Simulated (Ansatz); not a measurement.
# C2F4+ (doublet): geometry and frequencies at several levels

Wanted for C2F4+ (doublet): geometry and frequencies at several levels. Charge +1. Spin multiplicity 2.

Computed with Ansatz 0.2.0 (the levels named in each step, unless a step's input says otherwise).

## (1) The system as given

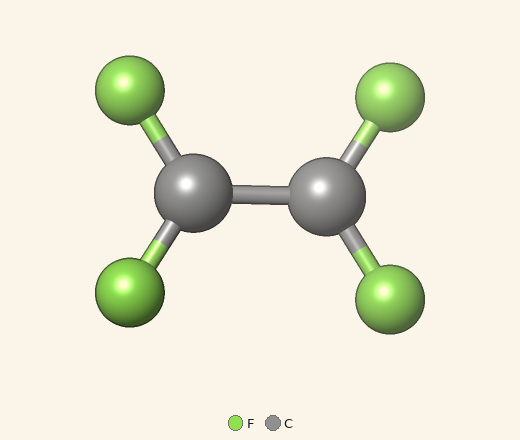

The starting structure, seen from a chosen angle (fluorine green, carbon grey).

Structure file:

```xyz
6

F    -1.6006    0.7105   -0.1535
C    -0.6896   -0.1657    0.0125
F    -1.0969   -1.3587    0.2025
C     0.6896    0.1658   -0.0125
F     1.6006   -0.7107    0.1523
F     1.0968    1.3589   -0.2014
```

## (2) A rough first relaxation, PBE-D4/def2-SVP

This run stands in another session on the same molecule. It ended at:

```xyz
6

F    -1.5834    0.7299   -0.1558
C    -0.6959   -0.1672    0.0126
F    -1.0727   -1.3681    0.2040
C     0.6959    0.1673   -0.0126
F     1.5834   -0.7299    0.1558
F     1.0726    1.3682   -0.2040
```

## (3) Relaxation, r2SCAN-D4/def2-TZVPP

Input file input.yaml:

```yaml
crystal:
  periodic: [false, false, false]
  atoms:
    - { symbol: F, position_ang: [-1.58337564, 0.72991614, -0.15577471] }
    - { symbol: C, position_ang: [-0.69592005, -0.16721015, 0.01264795] }
    - { symbol: F, position_ang: [-1.07265159, -1.36813804, 0.20402994] }
    - { symbol: C, position_ang: [0.69590586, 0.16725772, -0.01264584] }
    - { symbol: F, position_ang: [1.58335762, -0.72987817, 0.15575172] }
    - { symbol: F, position_ang: [1.07264379, 1.36818249, -0.20402906] }
magnetization:
  spin_polarized: true
  initial_magnetization: 1
total_charge: 1
basis:
  gaussian: { orbitals: def2-TZVPP }
hamiltonian:
  xc: r2scan
  dispersion: d4
relax:
  f_tol: 0.002
  max_steps: 150
```

The run is started by

```console
$ ansatz run input.yaml --threads 4 --pin off --max-ram 10240MiB --backend cpu --events-out ev --progress --plain --runs-dir out
```

Log, cut to the lines that bear on the results:

```text
Warning: RAYON_NUM_THREADS=4 ignored (pool sized by the plan → 4); use --threads N
[...]
Functional definition: r2SCAN
[...]
984 factors; their error is unknown
[...]
mean field -12930.26687638 eV, -475.1785432573 hartree, gradient 1.6e-5 eV, S^2 0.754169; 0 other end points of the search recorded, 0 dependent functions left out
[...]
reference -12930.26688295 eV, -475.1785434989 hartree; 24, 23 occupied and 162, 163 virtual orbitals, 984 factors
relax step   1: F+E_penalty+E_count = -12930.28622601 eV  Δ(F+E_penalty+E_count) = +0.000e0 eV  max|allowed force component| = 5.751e-1 eV/Å  Δτ_max = 0.0000 Å  (33 SCF iters, accepted)
[...]
relax step   4: F+E_penalty+E_count = -12930.30163498 eV  Δ(F+E_penalty+E_count) = -1.421e-5 eV  max|allowed force component| = 4.381e-3 eV/Å  Δτ_max = 0.0009 Å  (36 SCF iters, accepted)
[...]
relax step   5: F+E_penalty+E_count = -12930.30163558 eV  Δ(F+E_penalty+E_count) = -6.019e-7 eV  max|allowed force component| = 1.756e-5 eV/Å  Δτ_max = 0.0001 Å  (36 SCF iters, accepted)
984 factors; their error is unknown
[...]
mean field -12930.28225346 eV, -475.1791083544 hartree, gradient 2.7e-5 eV, S^2 0.753977; 1 other end points of the search recorded, 0 dependent functions left out
[...]
reference -12930.28226002 eV, -475.1791085957 hartree; 24, 23 occupied and 162, 163 virtual orbitals, 984 factors
Total energy: -12930.30164214 eV, -475.1798208755 hartree
Atom 0 at    -1.572247     0.723342    -0.154432 Å, force     0.000002     0.000017    -0.000000 eV/Å
Atom 1 at    -0.689163    -0.165588     0.012521 Å, force     0.000019     0.000002    -0.000004 eV/Å
Atom 2 at    -1.065782    -1.357237     0.202364 Å, force     0.000009    -0.000012     0.000004 eV/Å
Atom 3 at     0.689150     0.165632    -0.012527 Å, force    -0.000018    -0.000007    -0.000003 eV/Å
Atom 4 at     1.572233    -0.723299     0.154424 Å, force    -0.000002    -0.000015     0.000005 eV/Å
Atom 5 at     1.065769     1.357280    -0.202371 Å, force    -0.000010     0.000014    -0.000001 eV/Å
Dipole moment:    -0.000000     0.000000     0.000000 e Å
```

It took 26 s on 4 threads of AMD EPYC 7R43 (Zen 3), shared host; peak memory 0.45 GiB.

Step by step:

| step | energy from step 1 (eV) | largest force component (eV/Å) |
| --- | --- | --- |
| 1 | 0.0000 | 0.5751 |
| 2 | -0.0138 | 0.1866 |
| 3 | -0.0154 | 0.0176 |
| 4 | -0.0154 | 0.0044 |
| 5 | -0.0154 | 0.0000 |

Step 1 is the start.

Before: Bond lengths: F1–C2 1.273 Å, C2–F3 1.273 Å, C2–C4 1.432 Å, C4–F5 1.273 Å, C4–F6 1.273 Å. Angles: F1–C2–F3 118.6°, F1–C2–C4 120.7°, F3–C2–C4 120.7°, C2–C4–F5 120.7°, C2–C4–F6 120.7°, F5–C4–F6 118.6°.

After: Bond lengths: F1–C2 1.264 Å, C2–F3 1.264 Å, C2–C4 1.418 Å, C4–F5 1.264 Å, C4–F6 1.264 Å. Angles: F1–C2–F3 118.3°, F1–C2–C4 120.8°, F3–C2–C4 120.8°, C2–C4–F5 120.8°, C2–C4–F6 120.8°, F5–C4–F6 118.3°.

## (4) Frequencies, r2SCAN-D4/def2-TZVPP

Input file input.yaml:

```yaml
crystal:
  periodic: [false, false, false]
  atoms:
    - { symbol: F, position_ang: [-1.57224673, 0.72334233, -0.15443177] }
    - { symbol: C, position_ang: [-0.6891635, -0.16558843, 0.0125208] }
    - { symbol: F, position_ang: [-1.06578166, -1.35723664, 0.20236405] }
    - { symbol: C, position_ang: [0.6891501, 0.16563207, -0.01252668] }
    - { symbol: F, position_ang: [1.57223305, -0.72329932, 0.15442429] }
    - { symbol: F, position_ang: [1.06576873, 1.35727998, -0.20237069] }
magnetization:
  spin_polarized: true
  initial_magnetization: 1
total_charge: 1
basis:
  gaussian: { orbitals: def2-TZVPP }
hamiltonian:
  xc: r2scan
  dispersion: d4
phonons: {}
```

The run is started by

```console
$ ansatz run input.yaml --threads 4 --pin off --max-ram 10240MiB --backend cpu --events-out ev --progress --plain --runs-dir out
```

Log, cut to the lines that bear on the results:

```text
Warning: RAYON_NUM_THREADS=4 ignored (pool sized by the plan → 4); use --threads N
[...]
[... 1 set-up line as earlier in the session ...]
[...]
984 factors; their error is unknown
[...]
mean field -12930.28225346 eV, -475.1791083544 hartree, gradient 1.3e-5 eV, S^2 0.753977; 0 other end points of the search recorded, 0 dependent functions left out
[...]
reference -12930.28226002 eV, -475.1791085957 hartree; 24, 23 occupied and 162, 163 virtual orbitals, 984 factors
[...]
984 factors; their error is unknown
mean field -12930.28215353 eV, -475.1791046823 hartree, gradient 6.5e-6 eV, S^2 0.753980; 0 other end points of the search recorded, 0 dependent functions left out
[...]
reference -12930.28216010 eV, -475.1791049235 hartree; 24, 23 occupied and 162, 163 virtual orbitals, 984 factors
[...]
984 factors; their error is unknown
[...]
reference -12930.28208390 eV, -475.1791021233 hartree; 24, 23 occupied and 162, 163 virtual orbitals, 984 factors
Total energy: -12930.30164214 eV, -475.1798208755 hartree
Atom 0 at    -1.572247     0.723342    -0.154432 Å, force     0.000003     0.000015    -0.000002 eV/Å
Atom 1 at    -0.689164    -0.165588     0.012521 Å, force     0.000018     0.000004    -0.000000 eV/Å
Atom 2 at    -1.065782    -1.357237     0.202364 Å, force     0.000010    -0.000012     0.000002 eV/Å
Atom 3 at     0.689150     0.165632    -0.012527 Å, force    -0.000018    -0.000004     0.000000 eV/Å
Atom 4 at     1.572233    -0.723299     0.154424 Å, force    -0.000003    -0.000015     0.000002 eV/Å
Atom 5 at     1.065769     1.357280    -0.202371 Å, force    -0.000010     0.000012    -0.000002 eV/Å
Dipole moment:    -0.000000     0.000000    -0.000000 e Å
Vibrations: 144.02 210.62 405.98 433.41 539.15 581.00 602.87 832.54 1286.91 1539.13 1546.95 1705.59 cm⁻¹, zero-point energy 0.609270 eV
```

Run time: 15 s. Hardware: 4 threads of AMD EPYC 7R43 (Zen 3), shared host; peak memory 0.3 GiB.

Harmonic frequencies (cm⁻¹; negative: imaginary): 144, 211, 406, 433, 539, 581, 603, 833, 1287, 1539, 1547, 1706.

## (5) Relaxation, B3LYP-D4/def2-TZVPP

Input file input.yaml:

```yaml
crystal:
  periodic: [false, false, false]
  atoms:
    - { symbol: F, position_ang: [-1.58337564, 0.72991614, -0.15577471] }
    - { symbol: C, position_ang: [-0.69592005, -0.16721015, 0.01264795] }
    - { symbol: F, position_ang: [-1.07265159, -1.36813804, 0.20402994] }
    - { symbol: C, position_ang: [0.69590586, 0.16725772, -0.01264584] }
    - { symbol: F, position_ang: [1.58335762, -0.72987817, 0.15575172] }
    - { symbol: F, position_ang: [1.07264379, 1.36818249, -0.20402906] }
magnetization:
  spin_polarized: true
  initial_magnetization: 1
total_charge: 1
basis:
  gaussian: { orbitals: def2-TZVPP }
hamiltonian:
  xc: { name: B3LYP }
  dispersion: d4
relax:
  f_tol: 0.002
  max_steps: 150
```

The run is started by

```console
$ ansatz run input.yaml --threads 4 --pin off --max-ram 10240MiB --backend cpu --events-out ev --progress --plain --runs-dir out
```

Log, cut to the lines that bear on the results:

```text
Warning: RAYON_NUM_THREADS=4 ignored (pool sized by the plan → 4); use --threads N
[...]
Functional definition: B3LYP
[...]
984 factors; their error is unknown
[...]
mean field -12935.43816039 eV, -475.3685844395 hartree, gradient 7.6e-6 eV, S^2 0.751610; 0 other end points of the search recorded, 0 dependent functions left out
[...]
reference -12935.43833942 eV, -475.3685910186 hartree; 24, 23 occupied and 162, 163 virtual orbitals, 984 factors
relax step   1: F+E_penalty+E_count = -12935.56592869 eV  Δ(F+E_penalty+E_count) = +0.000e0 eV  max|allowed force component| = 5.796e-1 eV/Å  Δτ_max = 0.0000 Å  (31 SCF iters, accepted)
[...]
relax step   4: F+E_penalty+E_count = -12935.58210000 eV  Δ(F+E_penalty+E_count) = -2.071e-5 eV  max|allowed force component| = 3.504e-3 eV/Å  Δτ_max = 0.0010 Å  (34 SCF iters, accepted)
[...]
relax step   5: F+E_penalty+E_count = -12935.58210052 eV  Δ(F+E_penalty+E_count) = -5.170e-7 eV  max|allowed force component| = 1.261e-5 eV/Å  Δτ_max = 0.0001 Å  (34 SCF iters, accepted)
984 factors; their error is unknown
[...]
mean field -12935.45382732 eV, -475.3691601886 hartree, gradient 2.3e-5 eV, S^2 0.751565; 1 other end points of the search recorded, 0 dependent functions left out
[...]
reference -12935.45400587 eV, -475.3691667500 hartree; 24, 23 occupied and 162, 163 virtual orbitals, 984 factors
Total energy: -12935.58227907 eV, -475.3738807031 hartree
Atom 0 at    -1.572241     0.723028    -0.154379 Å, force     0.000005     0.000013     0.000000 eV/Å
Atom 1 at    -0.688668    -0.165469     0.012512 Å, force     0.000004    -0.000000    -0.000005 eV/Å
Atom 2 at    -1.065922    -1.356955     0.202314 Å, force     0.000010    -0.000007     0.000003 eV/Å
Atom 3 at     0.688654     0.165513    -0.012518 Å, force    -0.000004    -0.000003    -0.000002 eV/Å
Atom 4 at     1.572228    -0.722985     0.154372 Å, force    -0.000005    -0.000011     0.000004 eV/Å
Atom 5 at     1.065909     1.356998    -0.202321 Å, force    -0.000011     0.000008    -0.000000 eV/Å
Dipole moment:    -0.000000     0.000000     0.000000 e Å
```

It took 17 s on 4 threads of AMD EPYC 7R43 (Zen 3), shared host; peak memory 0.49 GiB.

The steps of the relaxation:

| step | energy from step 1 (eV) | largest force component (eV/Å) |
| --- | --- | --- |
| 1 | 0.0000 | 0.5796 |
| 2 | -0.0145 | 0.1871 |
| 3 | -0.0161 | 0.0202 |
| 4 | -0.0162 | 0.0035 |
| 5 | -0.0162 | 0.0000 |

Step 1 is the start.

Before: Bond lengths: F1–C2 1.273 Å, C2–F3 1.273 Å, C2–C4 1.432 Å, C4–F5 1.273 Å, C4–F6 1.273 Å. Angles: F1–C2–F3 118.6°, F1–C2–C4 120.7°, F3–C2–C4 120.7°, C2–C4–F5 120.7°, C2–C4–F6 120.7°, F5–C4–F6 118.6°.

After: Bond lengths: F1–C2 1.264 Å, C2–F3 1.264 Å, C2–C4 1.417 Å, C4–F5 1.264 Å, C4–F6 1.264 Å. Angles: F1–C2–F3 118.3°, F1–C2–C4 120.9°, F3–C2–C4 120.9°, C2–C4–F5 120.9°, C2–C4–F6 120.9°, F5–C4–F6 118.3°.

## (6) Frequencies, B3LYP-D4/def2-TZVPP

Input file input.yaml:

```yaml
crystal:
  periodic: [false, false, false]
  atoms:
    - { symbol: F, position_ang: [-1.57224145, 0.72302802, -0.15437936] }
    - { symbol: C, position_ang: [-0.68866777, -0.16546932, 0.01251178] }
    - { symbol: F, position_ang: [-1.06592159, -1.35695467, 0.20231411] }
    - { symbol: C, position_ang: [0.68865438, 0.16551292, -0.01251774] }
    - { symbol: F, position_ang: [1.57222782, -0.72298496, 0.15437201] }
    - { symbol: F, position_ang: [1.06590859, 1.356998, -0.2023208] }
magnetization:
  spin_polarized: true
  initial_magnetization: 1
total_charge: 1
basis:
  gaussian: { orbitals: def2-TZVPP }
hamiltonian:
  xc: { name: B3LYP }
  dispersion: d4
phonons: {}
```

The run is started by

```console
$ ansatz run input.yaml --threads 4 --pin off --max-ram 10240MiB --backend cpu --events-out ev --progress --plain --runs-dir out
```

Log, cut to the lines that bear on the results:

```text
Warning: RAYON_NUM_THREADS=4 ignored (pool sized by the plan → 4); use --threads N
[...]
[... 1 set-up line as earlier in the session ...]
[...]
984 factors; their error is unknown
[...]
mean field -12935.45382732 eV, -475.3691601886 hartree, gradient 4.2e-6 eV, S^2 0.751565; 0 other end points of the search recorded, 0 dependent functions left out
[...]
reference -12935.45400587 eV, -475.3691667500 hartree; 24, 23 occupied and 162, 163 virtual orbitals, 984 factors
[...]
984 factors; their error is unknown
mean field -12935.45373305 eV, -475.3691567241 hartree, gradient 2.6e-6 eV, S^2 0.751566; 0 other end points of the search recorded, 0 dependent functions left out
[...]
reference -12935.45391159 eV, -475.3691632854 hartree; 24, 23 occupied and 162, 163 virtual orbitals, 984 factors
[...]
984 factors; their error is unknown
[...]
reference -12935.45383408 eV, -475.3691604370 hartree; 24, 23 occupied and 162, 163 virtual orbitals, 984 factors
Total energy: -12935.58227907 eV, -475.3738807031 hartree
Atom 0 at    -1.572241     0.723028    -0.154379 Å, force     0.000007     0.000011    -0.000002 eV/Å
Atom 1 at    -0.688668    -0.165469     0.012512 Å, force     0.000002     0.000000    -0.000000 eV/Å
Atom 2 at    -1.065922    -1.356955     0.202314 Å, force     0.000011    -0.000007     0.000001 eV/Å
Atom 3 at     0.688654     0.165513    -0.012518 Å, force    -0.000002    -0.000000     0.000000 eV/Å
Atom 4 at     1.572228    -0.722985     0.154372 Å, force    -0.000007    -0.000011     0.000002 eV/Å
Atom 5 at     1.065909     1.356998    -0.202321 Å, force    -0.000011     0.000007    -0.000001 eV/Å
Dipole moment:     0.000000     0.000000    -0.000000 e Å
Vibrations: 142.22 216.05 407.55 438.76 538.51 603.14 606.38 834.63 1286.86 1541.31 1543.42 1711.01 cm⁻¹, zero-point energy 0.611852 eV
```

Run time: 15 s. Hardware: 4 threads of AMD EPYC 7R43 (Zen 3), shared host; peak memory 0.48 GiB.

Harmonic frequencies (cm⁻¹; negative: imaginary): 142, 216, 408, 439, 539, 603, 606, 835, 1287, 1541, 1543, 1711.

## (7) Geometries side by side

```
               level  F1–C2 (Å)  C2–F3 (Å)  C2–C4 (Å)  rotational constants (MHz)  highest frequency (cm⁻¹)  CPU time
r2SCAN-D4/def2-TZVPP     1.2641     1.2641     1.4178      5644.7, 3325.9, 2092.8                      1706      97 s
 B3LYP-D4/def2-TZVPP     1.2641     1.2641     1.4168        5647.9, 3326, 2093.3                      1711      65 s
```

Constants are for the commonest isotopes at the equilibrium geometry; times are CPU times of the relaxations.

## (8) Results

| quantity | value |
| --- | --- |
| F1–C2 at B3LYP-D4/def2-TZVPP | 1.264 Å |
| C2–F3 at B3LYP-D4/def2-TZVPP | 1.264 Å |
| C2–C4 at B3LYP-D4/def2-TZVPP | 1.417 Å |
| frequencies at B3LYP-D4/def2-TZVPP | 142 to 1711 cm⁻¹ |

In words: The F1–C2 distance agrees within 0.002 Å over the levels. No mode is imaginary, so the geometry is a minimum.
